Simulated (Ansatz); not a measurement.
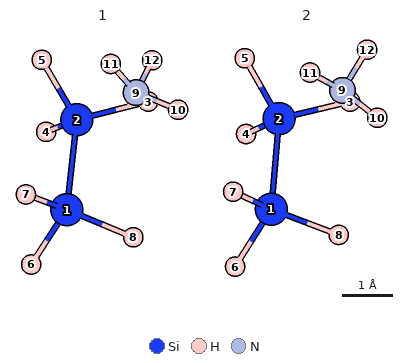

Two geometries of Si$_{2}$NH$_{9}$, drawn at one scale. One is the start of a relaxation, the other its converged end. Style: ball-and-stick. Shown from a free direction.

Method: Ansatz, RKS PBE-D4/def2-SVP. Set-up: no spin polarisation; force threshold 0.03 eV/Å; at most 50 steps.

Question: Which of the two is the end point?

Answer: Structure 2 is the relaxed one. The run prepares an end point of a later path (reaction) calculation, from a guessed geometry. After 5 geometry steps the energy has fallen by 0.116 eV. Largest force component: 1.1 eV/Å at the start, 0.023 eV/Å at the end. H12 moves most after the best rigid fit: 0.46 Å. Largest moves by element: H 0.46 Å, Si 0.13 Å, N 0.07 Å. Some distances before and after: Si1–Si2 2.258 → 2.348 Å, N9–H12 1.042 → 1.029 Å. Cost: 8.9 s on 2 threads of Arm Neoverse V2, on a shared host, peak memory 0.13 GiB.

Limits of the set-up: the start holds two separate molecules, 2.3 Å apart at their closest, whose relative position is a soft coordinate.
